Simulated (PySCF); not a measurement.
```yaml
atoms:
  - { symbol: F, position_ang: [-1.5970, 2.3945, -1.0321] }
  - { symbol: C, position_ang: [-0.3136, 2.0240, -0.7932] }
  - { symbol: C, position_ang: [0.0012, 1.0920, 0.0936] }
  - { symbol: C, position_ang: [-1.0440, 0.3544, 0.8817] }
  - { symbol: C, position_ang: [-1.4116, -0.9927, 0.2272] }
  - { symbol: B, position_ang: [-0.2299, -1.9443, -0.1687] }
  - { symbol: Si, position_ang: [1.5528, -1.1564, -0.3768] }
  - { symbol: C, position_ang: [1.4072, 0.6498, 0.2844] }
  - { symbol: H, position_ang: [0.3817, 2.5800, -1.4030] }
  - { symbol: H, position_ang: [-1.9412, 0.9706, 0.9693] }
  - { symbol: H, position_ang: [-0.6641, 0.1656, 1.8889] }
  - { symbol: H, position_ang: [-1.9215, -0.7742, -0.7224] }
  - { symbol: H, position_ang: [-2.1736, -1.4808, 0.8422] }
  - { symbol: H, position_ang: [-0.4891, -3.0655, -0.3972] }
  - { symbol: H, position_ang: [1.9999, -1.0392, -1.7788] }
  - { symbol: H, position_ang: [2.6862, -1.7604, 0.3481] }
  - { symbol: H, position_ang: [1.6505, 0.6673, 1.3471] }
  - { symbol: H, position_ang: [2.0973, 1.3217, -0.2219] }
```

Geometry: GFN2-xTB.

The calculation used PBE0/pcSseg-1, SCF density, gas phase, non-relativistic in PySCF 2.14.0.

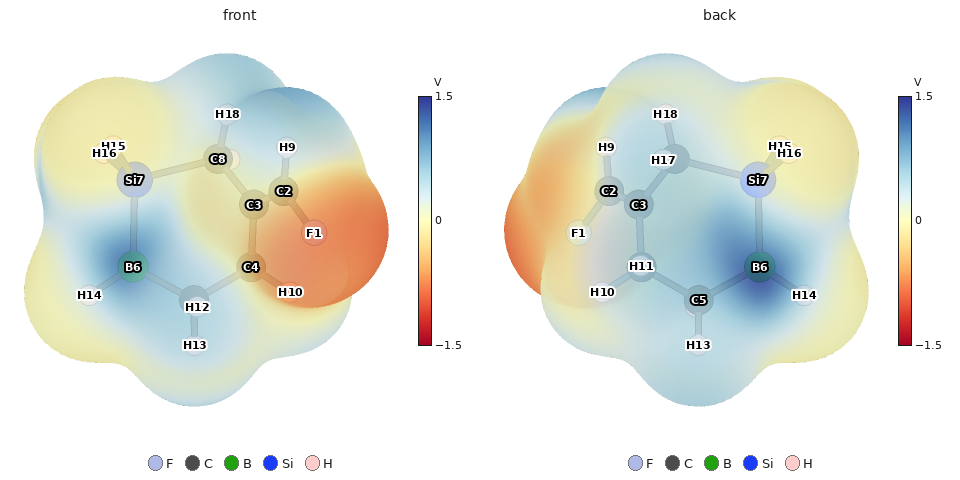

C₅H₁₀BFSi (SMILES F/C=C1\CCB[SiH2]C1). The electrostatic potential painted on the density surface at 0.001 e/bohr³, seen from the front and from behind; the colour scale runs from red (negative) to blue (positive).

**Describe the electrostatic potential map.**

The most negative region (about −0.8 V) lies over F1, the most positive (about +1.2 V) over B6.

**What dipole moment does the calculation give?**

Its dipole moment is 1.06 D.
